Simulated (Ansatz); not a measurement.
# C₃H₇FSi: molecular dynamics (part 1 of 3)

The run: molecular dynamics of C₃H₇FSi. Method and program: RKS r2SCAN-rvv10/6-31G* (Ansatz 0.2.0).

The geometry comes from this level: PBE0-D4/def2-TZVP. Figures and captions count atoms from 1; the log counts them from 0 in places.

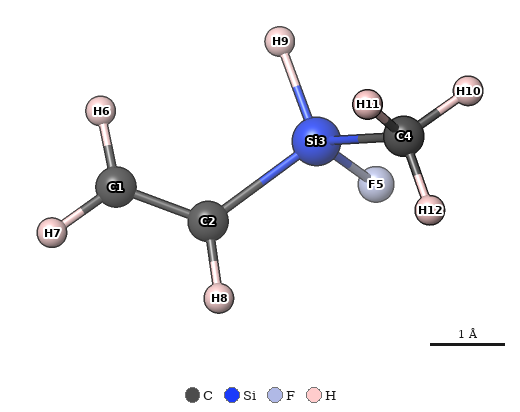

Figure 1. The structure as given in the input (ball-and-stick view, seen at an oblique angle; atoms are numbered from 1 in the order of the input).

Input file
```yaml
crystal:
  periodic: [false, false, false]
  atoms:
    - {symbol: C, position_ang: [-2.217898, -0.209702, 0.002751]}
    - {symbol: C, position_ang: [-1.089485, 0.229702, -0.549483]}
    - {symbol: Si, position_ang: [0.439080, 0.520431, 0.453821]}
    - {symbol: C, position_ang: [1.889625, -0.466007, -0.150819]}
    - {symbol: F, position_ang: [0.841057, 2.074266, 0.365905]}
    - {symbol: H, position_ang: [-2.295020, -0.389272, 1.072059]}
    - {symbol: H, position_ang: [-3.113423, -0.409332, -0.579395]}
    - {symbol: H, position_ang: [-1.073672, 0.394783, -1.626254]}
    - {symbol: H, position_ang: [0.123779, 0.222672, 1.876020]}
    - {symbol: H, position_ang: [2.783667, -0.245419, 0.437203]}
    - {symbol: H, position_ang: [1.682451, -1.536286, -0.069634]}
    - {symbol: H, position_ang: [2.106940, -0.241034, -1.198073]}
basis:
  gaussian: {orbitals: "6-31G*"}
hamiltonian: {xc: {name: r2SCAN}, dispersion: rvv10}
md: {timestep: 0.5 fs, n_steps: 50, ensemble: nve, temperature: 300, initial_velocities: maxwell_boltzmann, seed: 341}
```

Hardware: 4 threads of Intel Xeon @ 2.50GHz, 15 GiB of memory available, shared host.

Launch command:
```bash
ansatz run in.yaml --threads 4 --pin off --events-out ev --progress --plain --max-ram 10444MiB
```

The program's output
```
Functional definition: r2SCAN+rVV10
  name "r2SCAN+rVV10"
  cite "Furness, Kaplan, Ning, Perdew & Sun, J. Phys. Chem. Lett. 11, 8208 (2020) doi:10.1021/acs.jpclett.0c02405"
  cite "Furness, Kaplan, Ning, Perdew & Sun, J. Phys. Chem. Lett. 11, 9248 (2020) doi:10.1021/acs.jpclett.0c03077"
  cite "Vydrov & Van Voorhis, J. Chem. Phys. 133, 244103 (2010) doi:10.1063/1.3521275"
  cite "Sabatini, Gorni & de Gironcoli, Phys. Rev. B 87, 041108(R) (2013) doi:10.1103/PhysRevB.87.041108"
  cite "Ning et al., Phys. Rev. B 106, 075422 (2022) doi:10.1103/PhysRevB.106.075422"
  parent "r2scan"
  parameter k0 = 0.174
  parameter k1 = 0.065
  parameter a1 = 4.9479
  exchange = r2scan_x(k0 = k0, k1 = k1, a1 = a1)
  correlation = r2scan_c + rvv10(11.95, 0.0093)
1139 factors; their error is unknown
mean field evaluation 1: about -13805.8625 eV, gradient 6.2e1 eV
mean field evaluation 2: about -13801.5258 eV, gradient 7.5e1 eV
mean field evaluation 4: about -13814.5352 eV, gradient 4.4e0 eV
mean field evaluation 8: about -13814.4891 eV, gradient 3.3e-1 eV
mean field evaluation 16: about -13814.4893 eV, gradient 9.7e-6 eV
mean field -13814.48927792 eV, -507.6731171663 hartree, gradient 1.0e-5 eV, S^2 0.000000; 0 other end points of the search recorded, 0 dependent functions left out
the calculation of the forces begins
reference -13814.48928694 eV, -507.6731174979 hartree; 24, 24 occupied and 69, 69 virtual orbitals, 1139 factors
md step     0: t =     0.00 fs  T =   300.0 K  F+E_penalty+E_count = -13814.48927792 eV  E_kin = 0.387780 eV  conserved = -13814.10149792 eV  (27 SCF iters)
these checks for a lower state are left out or cut short: starts, cluster_reference, orbital_swaps, neighbouring_geometries, increment
1139 factors; their error is unknown
mean field -13814.48323931 eV, -507.6728952515 hartree, gradient 1.3e-5 eV, S^2 0.000000; 0 other end points of the search recorded, 0 dependent functions left out
the calculation of the forces begins
reference -13814.48324832 eV, -507.6728955826 hartree; 24, 24 occupied and 69, 69 virtual orbitals, 1139 factors
md step     1: t =     0.50 fs  T =   295.4 K  F+E_penalty+E_count = -13814.48323931 eV  E_kin = 0.381876 eV  conserved = -13814.10136306 eV  (31 SCF iters)
[... from here on the SCF iterations and repeated set-up lines of each step are left out, up to the last step ...]
md step     2: t =     1.00 fs  T =   280.8 K  F+E_penalty+E_count = -13814.46398989 eV  E_kin = 0.362929 eV  conserved = -13814.10106111 eV  (31 SCF iters)
md step     3: t =     1.50 fs  T =   259.5 K  F+E_penalty+E_count = -13814.43608075 eV  E_kin = 0.335385 eV  conserved = -13814.10069583 eV  (31 SCF iters)
md step     4: t =     2.00 fs  T =   235.8 K  F+E_penalty+E_count = -13814.40512894 eV  E_kin = 0.304758 eV  conserved = -13814.10037054 eV  (31 SCF iters)
md step     5: t =     2.50 fs  T =   213.6 K  F+E_penalty+E_count = -13814.37620912 eV  E_kin = 0.276054 eV  conserved = -13814.10015506 eV  (31 SCF iters)
md step     6: t =     3.00 fs  T =   195.5 K  F+E_penalty+E_count = -13814.35273881 eV  E_kin = 0.252667 eV  conserved = -13814.10007146 eV  (31 SCF iters)
md step     7: t =     3.50 fs  T =   182.6 K  F+E_penalty+E_count = -13814.33609365 eV  E_kin = 0.235993 eV  conserved = -13814.10010026 eV  (31 SCF iters)
md step     8: t =     4.00 fs  T =   174.6 K  F+E_penalty+E_count = -13814.32587136 eV  E_kin = 0.225671 eV  conserved = -13814.10020070 eV  (31 SCF iters)
md step     9: t =     4.50 fs  T =   170.3 K  F+E_penalty+E_count = -13814.32051270 eV  E_kin = 0.220183 eV  conserved = -13814.10033006 eV  (31 SCF iters)
md step    10: t =     5.00 fs  T =   168.3 K  F+E_penalty+E_count = -13814.31798656 eV  E_kin = 0.217534 eV  conserved = -13814.10045247 eV  (31 SCF iters)
md step    11: t =     5.50 fs  T =   167.0 K  F+E_penalty+E_count = -13814.31638842 eV  E_kin = 0.215851 eV  conserved = -13814.10053773 eV  (31 SCF iters)
md step    12: t =     6.00 fs  T =   165.5 K  F+E_penalty+E_count = -13814.31444204 eV  E_kin = 0.213882 eV  conserved = -13814.10056031 eV  (31 SCF iters)
md step    13: t =     6.50 fs  T =   163.5 K  F+E_penalty+E_count = -13814.31190234 eV  E_kin = 0.211397 eV  conserved = -13814.10050518 eV  (31 SCF iters)
md step    14: t =     7.00 fs  T =   162.0 K  F+E_penalty+E_count = -13814.30975033 eV  E_kin = 0.209366 eV  conserved = -13814.10038474 eV  (31 SCF iters)
md step    15: t =     7.50 fs  T =   162.2 K  F+E_penalty+E_count = -13814.30994978 eV  E_kin = 0.209699 eV  conserved = -13814.10025093 eV  (31 SCF iters)
md step    16: t =     8.00 fs  T =   165.9 K  F+E_penalty+E_count = -13814.31461292 eV  E_kin = 0.214429 eV  conserved = -13814.10018433 eV  (30 SCF iters)
md step    17: t =     8.50 fs  T =   173.7 K  F+E_penalty+E_count = -13814.32476852 eV  E_kin = 0.224515 eV  conserved = -13814.10025315 eV  (29 SCF iters)
md step    18: t =     9.00 fs  T =   184.8 K  F+E_penalty+E_count = -13814.33935842 eV  E_kin = 0.238896 eV  conserved = -13814.10046282 eV  (31 SCF iters)
md step    19: t =     9.50 fs  T =   196.8 K  F+E_penalty+E_count = -13814.35518299 eV  E_kin = 0.254443 eV  conserved = -13814.10074024 eV  (31 SCF iters)
md step    20: t =    10.00 fs  T =   206.6 K  F+E_penalty+E_count = -13814.36801703 eV  E_kin = 0.267048 eV  conserved = -13814.10096918 eV  (31 SCF iters)
md step    21: t =    10.50 fs  T =   211.4 K  F+E_penalty+E_count = -13814.37436567 eV  E_kin = 0.273312 eV  conserved = -13814.10105337 eV  (31 SCF iters)
md step    22: t =    11.00 fs  T =   210.4 K  F+E_penalty+E_count = -13814.37292522 eV  E_kin = 0.271961 eV  conserved = -13814.10096470 eV  (31 SCF iters)
md step    23: t =    11.50 fs  T =   204.5 K  F+E_penalty+E_count = -13814.36503102 eV  E_kin = 0.264281 eV  conserved = -13814.10074963 eV  (31 SCF iters)
md step    24: t =    12.00 fs  T =   196.1 K  F+E_penalty+E_count = -13814.35396711 eV  E_kin = 0.253465 eV  conserved = -13814.10050188 eV  (31 SCF iters)
md step    25: t =    12.50 fs  T =   188.2 K  F+E_penalty+E_count = -13814.34354870 eV  E_kin = 0.243232 eV  conserved = -13814.10031622 eV  (31 SCF iters)
md step    26: t =    13.00 fs  T =   182.9 K  F+E_penalty+E_count = -13814.33666210 eV  E_kin = 0.236412 eV  conserved = -13814.10024990 eV  (31 SCF iters)
md step    27: t =    13.50 fs  T =   181.1 K  F+E_penalty+E_count = -13814.33436260 eV  E_kin = 0.234057 eV  conserved = -13814.10030564 eV  (31 SCF iters)
md step    28: t =    14.00 fs  T =   182.1 K  F+E_penalty+E_count = -13814.33579650 eV  E_kin = 0.235354 eV  conserved = -13814.10044249 eV  (31 SCF iters)
md step    29: t =    14.50 fs  T =   184.3 K  F+E_penalty+E_count = -13814.33880088 eV  E_kin = 0.238197 eV  conserved = -13814.10060418 eV  (31 SCF iters)
md step    30: t =    15.00 fs  T =   185.7 K  F+E_penalty+E_count = -13814.34077529 eV  E_kin = 0.240032 eV  conserved = -13814.10074330 eV  (31 SCF iters)
md step    31: t =    15.50 fs  T =   184.6 K  F+E_penalty+E_count = -13814.33944711 eV  E_kin = 0.238616 eV  conserved = -13814.10083134 eV  (31 SCF iters)
md step    32: t =    16.00 fs  T =   179.9 K  F+E_penalty+E_count = -13814.33336631 eV  E_kin = 0.232513 eV  conserved = -13814.10085344 eV  (30 SCF iters)
md step    33: t =    16.50 fs  T =   171.3 K  F+E_penalty+E_count = -13814.32218875 eV  E_kin = 0.221391 eV  conserved = -13814.10079824 eV  (31 SCF iters)
md step    34: t =    17.00 fs  T =   159.5 K  F+E_penalty+E_count = -13814.30687108 eV  E_kin = 0.206214 eV  conserved = -13814.10065668 eV  (30 SCF iters)
md step    35: t =    17.50 fs  T =   146.5 K  F+E_penalty+E_count = -13814.28977766 eV  E_kin = 0.189341 eV  conserved = -13814.10043647 eV  (31 SCF iters)
md step    36: t =    18.00 fs  T =   134.9 K  F+E_penalty+E_count = -13814.27449700 eV  E_kin = 0.174316 eV  conserved = -13814.10018100 eV  (29 SCF iters)
md step    37: t =    18.50 fs  T =   127.7 K  F+E_penalty+E_count = -13814.26509887 eV  E_kin = 0.165123 eV  conserved = -13814.09997554 eV  (31 SCF iters)
md step    38: t =    19.00 fs  T =   127.5 K  F+E_penalty+E_count = -13814.26478696 eV  E_kin = 0.164868 eV  conserved = -13814.09991858 eV  (31 SCF iters)
md step    39: t =    19.50 fs  T =   134.9 K  F+E_penalty+E_count = -13814.27440685 eV  E_kin = 0.174342 eV  conserved = -13814.10006515 eV  (31 SCF iters)
md step    40: t =    20.00 fs  T =   148.0 K  F+E_penalty+E_count = -13814.29165500 eV  E_kin = 0.191276 eV  conserved = -13814.10037894 eV  (31 SCF iters)
md step    41: t =    20.50 fs  T =   163.2 K  F+E_penalty+E_count = -13814.31164311 eV  E_kin = 0.210899 eV  conserved = -13814.10074444 eV  (31 SCF iters)
md step    42: t =    21.00 fs  T =   176.1 K  F+E_penalty+E_count = -13814.32866017 eV  E_kin = 0.227633 eV  conserved = -13814.10102679 eV  (30 SCF iters)
md step    43: t =    21.50 fs  T =   183.4 K  F+E_penalty+E_count = -13814.33823279 eV  E_kin = 0.237092 eV  conserved = -13814.10114051 eV  (31 SCF iters)
md step    44: t =    22.00 fs  T =   183.6 K  F+E_penalty+E_count = -13814.33845877 eV  E_kin = 0.237377 eV  conserved = -13814.10108165 eV  (31 SCF iters)
md step    45: t =    22.50 fs  T =   177.3 K  F+E_penalty+E_count = -13814.33011481 eV  E_kin = 0.229202 eV  conserved = -13814.10091285 eV  (31 SCF iters)
md step    46: t =    23.00 fs  T =   166.3 K  F+E_penalty+E_count = -13814.31573936 eV  E_kin = 0.215020 eV  conserved = -13814.10071951 eV  (31 SCF iters)
md step    47: t =    23.50 fs  T =   153.0 K  F+E_penalty+E_count = -13814.29834189 eV  E_kin = 0.197777 eV  conserved = -13814.10056484 eV  (30 SCF iters)
md step    48: t =    24.00 fs  T =   139.2 K  F+E_penalty+E_count = -13814.28041420 eV  E_kin = 0.179946 eV  conserved = -13814.10046820 eV  (31 SCF iters)
md step    49: t =    24.50 fs  T =   126.2 K  F+E_penalty+E_count = -13814.26357947 eV  E_kin = 0.163165 eV  conserved = -13814.10041484 eV  (31 SCF iters)
these checks for a lower state are left out or cut short: starts, cluster_reference, orbital_swaps, neighbouring_geometries, increment
1139 factors; their error is unknown
mean field -13814.24876799 eV, -507.6642785895 hartree, gradient 1.4e-5 eV, S^2 0.000000; 0 other end points of the search recorded, 0 dependent functions left out
the calculation of the forces begins
reference -13814.24877710 eV, -507.6642789242 hartree; 24, 24 occupied and 69, 69 virtual orbitals, 1139 factors
1139 factors; their error is unknown
mean field evaluation 416: about -13814.2488 eV, gradient 6.0e-2 eV
mean field -13814.24876799 eV, -507.6642785895 hartree, gradient 1.9e-5 eV, S^2 0.000000; 1 other end points of the search recorded, 0 dependent functions left out
the calculation of the forces begins
reference -13814.24877710 eV, -507.6642789242 hartree; 24, 24 occupied and 69, 69 virtual orbitals, 1139 factors
md step    50: t =    25.00 fs  T =   114.8 K  F+E_penalty+E_count = -13814.24876799 eV  E_kin = 0.148387 eV  conserved = -13814.10038085 eV  (29 SCF iters)
```

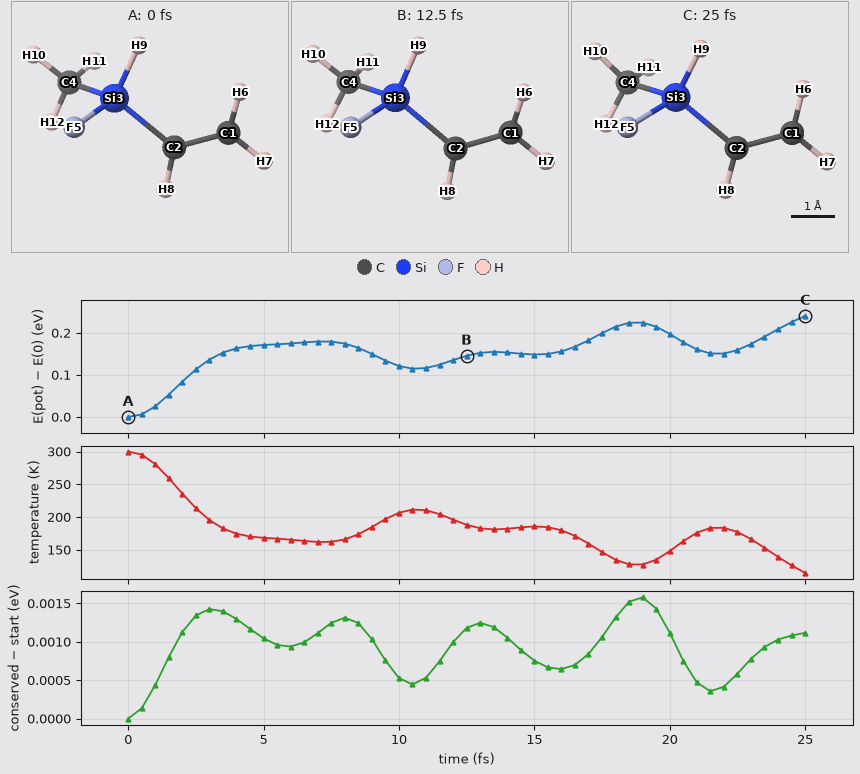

Figure 2. Frames of the molecular dynamics (ball-and-stick, seen at a tilt) above the curves, on which the letters mark them. The trajectory kept here has 51 frames over 25 fs. The temperature starts at 300 K, ranges from 115 to 300 K and averages 162 K over the second half. The potential energy ends 0.241 eV above its first value. The conserved quantity stays within 0.0016 eV. After an unweighted best fit of the last frame on the first, the root-mean-square displacement is 0.14 Å, and F5 has moved furthest (0.28 Å).

```
Total energy: -13814.24877710 eV, -507.6642789242 hartree
Atom 0 at    -2.287699    -0.304539    -0.032531 Å, force     0.738474    -0.099352    -0.100131 eV/Å
Atom 1 at    -1.173467     0.291175    -0.506192 Å, force     0.155500    -0.410681     0.003347 eV/Å
Atom 2 at     0.397316     0.510585     0.485635 Å, force     0.571483     1.522418    -1.219051 eV/Å
Atom 3 at     1.913234    -0.393276    -0.130183 Å, force     0.157811     0.135461    -0.987466 eV/Å
Atom 4 at     0.986940     2.055131     0.308039 Å, force    -0.772491    -0.755778     0.280285 eV/Å
Atom 5 at    -2.281871    -0.678323     0.993834 Å, force    -0.369344     0.165740     0.039142 eV/Å
Atom 6 at    -3.155688    -0.538001    -0.659635 Å, force     0.123199     0.108738     0.184950 eV/Å
Atom 7 at    -1.119252     0.528226    -1.567000 Å, force    -0.208483     0.239413    -0.215763 eV/Å
Atom 8 at     0.024281     0.316859     1.872071 Å, force    -0.027225    -0.271659     0.829029 eV/Å
Atom 9 at     2.736596    -0.167823     0.581902 Å, force    -0.206697    -0.228748    -0.522753 eV/Å
Atom 10 at     1.789636    -1.465907    -0.267135 Å, force     0.070059    -0.375394     0.359653 eV/Å
Atom 11 at     2.186229    -0.033044    -1.179193 Å, force    -0.232285    -0.030158     1.348757 eV/Å
Dipole moment:    -0.136423    -0.440389    -0.089352 e Å
```

Trajectory as extended XYZ (Å, eV, eV/Å), 51 frames, from step=0 to step=50
```
12
Properties=species:S:1:pos:R:3:forces:R:3 step=0 time_fs=0.0 energy=-13814.48928 temperature=300.0
C    -2.2179   -0.2097    0.0028   -0.3951  -0.1457   0.1816
C    -1.0895    0.2297   -0.5495    0.4837   0.1193  -0.1541
Si    0.4391    0.5204    0.4538   -0.1288  -0.1938   0.0848
C     1.8896   -0.4660   -0.1508   -0.0525  -0.0380   0.0173
F     0.8411    2.0743    0.3659    0.1305   0.5119  -0.0308
H    -2.2950   -0.3893    1.0721   -0.0336  -0.0284   0.1509
H    -3.1134   -0.4093   -0.5794   -0.1572  -0.0384  -0.0617
H    -1.0737    0.3948   -1.6263   -0.0057   0.0229  -0.1762
H     0.1238    0.2227    1.8760   -0.0450  -0.0782   0.0758
H     2.7837   -0.2454    0.4372    0.1363   0.0093   0.0567
H     1.6825   -1.5363   -0.0696    0.0201  -0.1549  -0.0091
H     2.1069   -0.2410   -1.1981    0.0474   0.0139  -0.1351
12
Properties=species:S:1:pos:R:3:forces:R:3 step=1 time_fs=0.5 energy=-13814.48324 temperature=295.4
C    -2.2192   -0.2129    0.0021   -0.3674  -0.0859   0.1214
C    -1.0912    0.2309   -0.5498    0.4286   0.1019   0.0169
Si    0.4381    0.5221    0.4548   -0.1727  -0.3852   0.2208
C     1.8913   -0.4661   -0.1493    0.0434   0.3292  -0.3470
F     0.8440    2.0721    0.3644    0.1437   0.5868  -0.0184
H    -2.2973   -0.3859    1.0715   -0.0468  -0.0670   0.1724
H    -3.1133   -0.4095   -0.5848   -0.1405  -0.0451  -0.0224
H    -1.0842    0.4011   -1.6219    0.0369   0.0339  -0.3088
H     0.1249    0.2157    1.8887   -0.0118  -0.0116  -0.1357
H     2.7810   -0.2351    0.4481    0.0696  -0.0592  -0.0699
H     1.6885   -1.5308   -0.0862   -0.0141  -0.4013   0.0926
H     2.1029   -0.2392   -1.2104    0.0312   0.0036   0.2782
12
Properties=species:S:1:pos:R:3:forces:R:3 step=2 time_fs=1.0 energy=-13814.46399 temperature=280.8
C    -2.2205   -0.2161    0.0015   -0.3405  -0.0274   0.0657
C    -1.0929    0.2322   -0.5501    0.3649   0.0829   0.1655
Si    0.4371    0.5237    0.4559   -0.2105  -0.5709   0.3416
C     1.8930   -0.4662   -0.1478    0.1230   0.6577  -0.6535
F     0.8470    2.0700    0.3628    0.1565   0.6584  -0.0059
H    -2.2996   -0.3827    1.0713   -0.0585  -0.1027   0.1791
H    -3.1135   -0.4098   -0.5902   -0.1152  -0.0499   0.0224
H    -1.0947    0.4076   -1.6183    0.0776   0.0423  -0.4152
H     0.1259    0.2087    1.9010    0.0173   0.0528  -0.3311
H     2.7784   -0.2249    0.4588    0.0013  -0.1298  -0.1963
H     1.6945   -1.5262   -0.1025   -0.0409  -0.6149   0.1850
H     2.0990   -0.2373   -1.2220    0.0251   0.0015   0.6425
12
Properties=species:S:1:pos:R:3:forces:R:3 step=3 time_fs=1.5 energy=-13814.43608 temperature=259.5
C    -2.2219   -0.2194    0.0009   -0.3138   0.0295   0.0189
C    -1.0945    0.2335   -0.5504    0.2947   0.0653   0.2792
Si    0.4361    0.5252    0.4570   -0.2410  -0.7485   0.4423
C     1.8948   -0.4661   -0.1464    0.1726   0.9152  -0.8905
F     0.8499    2.0681    0.3613    0.1685   0.7262   0.0063
H    -2.3021   -0.3798    1.0715   -0.0682  -0.1348   0.1695
H    -3.1141   -0.4103   -0.5956   -0.0844  -0.0532   0.0703
H    -1.1050    0.4141   -1.6157    0.1164   0.0457  -0.4836
H     0.1270    0.2018    1.9125    0.0413   0.1131  -0.5039
H     2.7759   -0.2151    0.4691   -0.0603  -0.1992  -0.3150
H     1.7004   -1.5232   -0.1183   -0.0565  -0.7688   0.2675
H     2.0951   -0.2354   -1.2321    0.0306   0.0097   0.9388
12
Properties=species:S:1:pos:R:3:forces:R:3 step=4 time_fs=2.0 energy=-13814.40513 temperature=235.8
C    -2.2234   -0.2226    0.0003   -0.2861   0.0845  -0.0160
C    -1.0960    0.2348   -0.5506    0.2193   0.0515   0.3496
Si    0.4350    0.5267    0.4581   -0.2633  -0.9156   0.5200
C     1.8965   -0.4659   -0.1453    0.1832   1.0769  -1.0565
F     0.8529    2.0662    0.3598    0.1795   0.7894   0.0182
H    -2.3048   -0.3771    1.0722   -0.0752  -0.1633   0.1439
H    -3.1148   -0.4108   -0.6008   -0.0515  -0.0557   0.1185
H    -1.1150    0.4207   -1.6143    0.1536   0.0422  -0.5065
H     0.1282    0.1951    1.9228    0.0595   0.1680  -0.6501
H     2.7732   -0.2057    0.4786   -0.1082  -0.2643  -0.4193
H     1.7061   -1.5219   -0.1336   -0.0582  -0.8424   0.3409
H     2.0913   -0.2335   -1.2400    0.0473   0.0288   1.1575
12
Properties=species:S:1:pos:R:3:forces:R:3 step=5 time_fs=2.5 energy=-13814.37621 temperature=213.6
C    -2.2249   -0.2258   -0.0004   -0.2559   0.1379  -0.0376
C    -1.0975    0.2361   -0.5507    0.1401   0.0431   0.3733
Si    0.4340    0.5281    0.4592   -0.2772  -1.0702   0.5733
C     1.8983   -0.4654   -0.1443    0.1507   1.1299  -1.1561
F     0.8560    2.0644    0.3583    0.1892   0.8474   0.0296
H    -2.3076   -0.3749    1.0732   -0.0794  -0.1882   0.1039
H    -3.1156   -0.4115   -0.6057   -0.0199  -0.0581   0.1640
H    -1.1247    0.4275   -1.6140    0.1896   0.0307  -0.4813
H     0.1295    0.1889    1.9316    0.0717   0.2167  -0.7673
H     2.7702   -0.1970    0.4871   -0.1372  -0.3218  -0.5042
H     1.7117   -1.5227   -0.1480   -0.0457  -0.8254   0.4072
H     2.0877   -0.2316   -1.2451    0.0740   0.0580   1.2952
```
